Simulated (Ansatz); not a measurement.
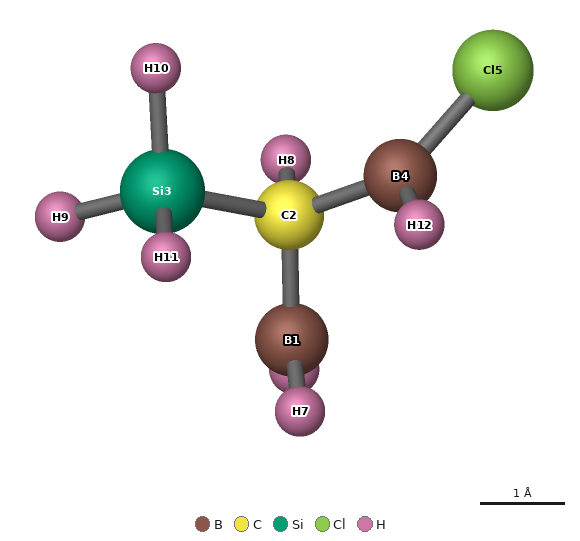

CH$_{7}$B$_{2}$ClSi (coarse preliminary run), before the relaxation. The picture is a ball-and-stick view, seen at a tilt.

The start comes from a force field.

These are results of RKS PBE-D4/def2-SVP (Ansatz 0.2.0), not measurements.

The input:
```yaml
crystal:
  periodic: [false, false, false]
  atoms:
    - {symbol: B, position_ang: [-1.523900, 0.482000, -0.012500]}
    - {symbol: C, position_ang: [-0.018600, 0.406900, 0.265000]}
    - {symbol: Si, position_ang: [0.401200, -1.374500, 0.573500]}
    - {symbol: B, position_ang: [0.883100, 0.963000, -0.984400]}
    - {symbol: Cl, position_ang: [1.981100, 2.356100, -0.796900]}
    - {symbol: H, position_ang: [-2.256500, 1.200700, 0.677800]}
    - {symbol: H, position_ang: [-2.030800, -0.045100, -0.933000]}
    - {symbol: H, position_ang: [0.272900, 1.026100, 1.159400]}
    - {symbol: H, position_ang: [-0.317500, -1.853900, 1.790000]}
    - {symbol: H, position_ang: [1.876300, -1.475000, 0.890900]}
    - {symbol: H, position_ang: [0.097200, -2.190000, -0.572100]}
    - {symbol: H, position_ang: [0.712500, 0.448700, -2.023700]}
basis:
  gaussian: {orbitals: def2-SVP}
hamiltonian: {xc: pbe, dispersion: d4}
relax: {f_tol: 0.03, max_steps: 200}
```

Run as
```bash
ansatz run in.yaml --threads 4 --pin off --events-out ev --progress --plain --max-ram 10444MiB
```

Question: What does the optimiser find from here?

Answer: After 18 geometry steps the energy has fallen by 0.356 eV. The largest force component goes from 2.3 to 0.018 eV/Å. The forces were under the threshold at step 6, but the run went on from there. H9 moves most after the best rigid fit: 0.93 Å. Largest moves by element: H 0.93 Å, Cl 0.44 Å, C 0.28 Å, B 0.25 Å, Si 0.13 Å. Near-neighbour distances that change, for instance: C2–B4 1.638 → 1.543 Å, C2–Si3 1.856 → 1.934 Å, Si3–H11 1.439 → 1.497 Å, B1–H7 1.176 → 1.219 Å. Among the angles between lasting bonds that change: B1–C2–Si3 107.4° → 88.3°, B4–C2–H8 106.1° → 116.8°, C2–B4–H12 116.6° → 122.6°. Groups turn about C2–Si3 by about 40°. Cost: 29 s on 4 threads of Arm Neoverse V1, with other jobs on the host.

Step by step:

```tsv
step	E − E(0), eV	largest force component, eV/Å
0	0.0000	2.2667
1	-0.1999	1.2507
2	-0.2778	0.7388
3	-0.3233	0.2733
4	-0.3285	0.1415
5	-0.3317	0.0451
6	-0.3336	0.0293
7	-0.3358	0.1259
8	-0.3370	0.1067
9	-0.3392	0.0630
10	-0.3413	0.1096
11	-0.3432	0.1268
12	-0.3457	0.1349
13	-0.3490	0.1142
14	-0.3501	0.1768
15	-0.3524	0.1376
16	-0.3546	0.0722
17	-0.3554	0.0528
18	-0.3560	0.0182
```

Final geometry:

```xyz
12

B    -1.4033    0.4119    0.1961
C     0.1302    0.6429    0.2607
Si    0.3479   -1.2581    0.5435
B     0.8005    0.9722   -1.0900
Cl    2.0687    2.1988   -1.1948
H    -2.1203    0.7241    1.1275
H    -1.8950   -0.1211   -0.7843
H     0.5140    1.1763    1.1515
H    -0.9408   -1.8180    1.1045
H     1.4218   -1.4372    1.5765
H     0.6731   -1.9783   -0.7283
H     0.4802    0.4314   -2.1288
```

The end point in the same view:

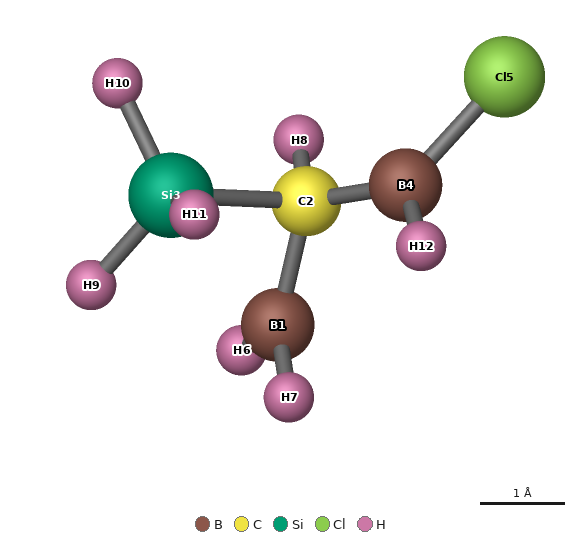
